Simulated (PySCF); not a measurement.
**C₅H₁₇N₃Si (SMILES CC[Si](NC)(NC)NC): density, localisation and related maps**

```xyz
26

Si   -0.0406   -0.0403   -0.0456
C    -0.1900   -0.0296    1.8310
C     0.4978    1.1635    2.4873
H     0.2530   -0.9740    2.1941
H    -1.2553   -0.0744    2.1213
H     0.4417    1.1284    3.5870
H     1.5644    1.2011    2.2115
H     0.0534    2.1162    2.1593
N     1.5544    0.0176   -0.7169
C     2.4893   -1.0775   -0.7522
H     1.9786    0.9335   -0.8083
H     3.2345   -1.0578    0.0671
H     1.9352   -2.0245   -0.6641
H     3.0496   -1.1159   -1.7040
N    -0.7249    1.4384   -0.6518
C    -1.9701    2.0239   -0.2246
H    -0.4863    1.6626   -1.6125
H    -2.8640    1.6329   -0.7510
H    -2.1279    1.8347    0.8489
H    -1.9702    3.1209   -0.3506
N    -0.7128   -1.5595   -0.5428
C    -0.8737   -1.9757   -1.9127
H    -1.2738   -2.0791    0.1217
H    -1.8978   -1.8278   -2.3087
H    -0.1923   -1.3925   -2.5522
H    -0.6134   -3.0393   -2.0614
```

Geometry: PBE0-D3(BJ)/def2-SVP.

Theory: PBE0/pcSseg-1, SCF density, gas phase, non-relativistic (PySCF 2.14.0).

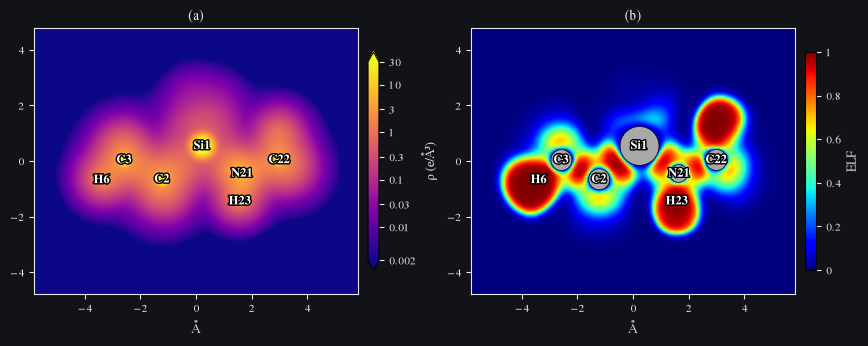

Figure 1. (a) total electron density; (b) ELF on the plane of atoms Si1, C2 and C3. Grey discs cover the atomic cores in the ELF map.

Q: What do the fields say about this system?

A: Atoms in the plane: Si, C, H and N. C–N (1.44 Å): the density is about 1.9 e/Å³ at the midpoint; the ELF peaks at about 0.95 between the atoms: localised, covalent bonding. C–C (1.53 Å): the density is about 1.6 e/Å³ at the midpoint; the ELF peaks at about 0.95 between the atoms, as expected for localised, covalent bonding. Si–N (1.73 Å): ρ is about 1.1 e/Å³ halfway; the ELF peaks at about 0.90 between the atoms; a polar covalent bond. C–Si (1.88 Å): ρ at the midpoint is about 0.97 e/Å³; the ELF peaks at about 0.95 between the atoms (a shared electron pair). N–H (1.01 Å): ρ is about 2.8 e/Å³ halfway; the ELF climbs to about 1 towards the hydrogen, as it does in any bond to H; an ordinary covalent bond to hydrogen.

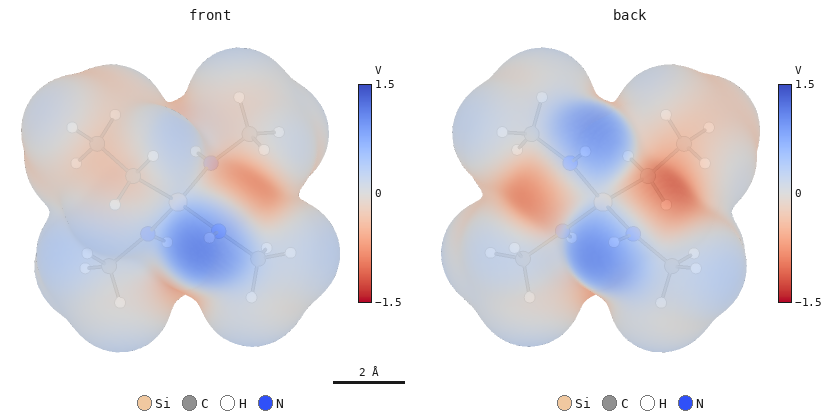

Figure 2. The molecular electrostatic potential painted on the density surface at 0.001 e/bohr³, seen from the front and from behind; the colour scale runs from red (negative) to blue (positive).

Q: Where is the surface potential most negative and most positive?

A: The most negative region (about −1.0 V, or −23 kcal/mol for a unit charge) lies over N15, the most positive (about +1.0 V, or +23 kcal/mol for a unit charge) over H17 and H23. N15 is the likeliest acceptor of a hydrogen bond.

Q: How polar is the molecule by this calculation?

A: Its dipole moment is 0.64 D.
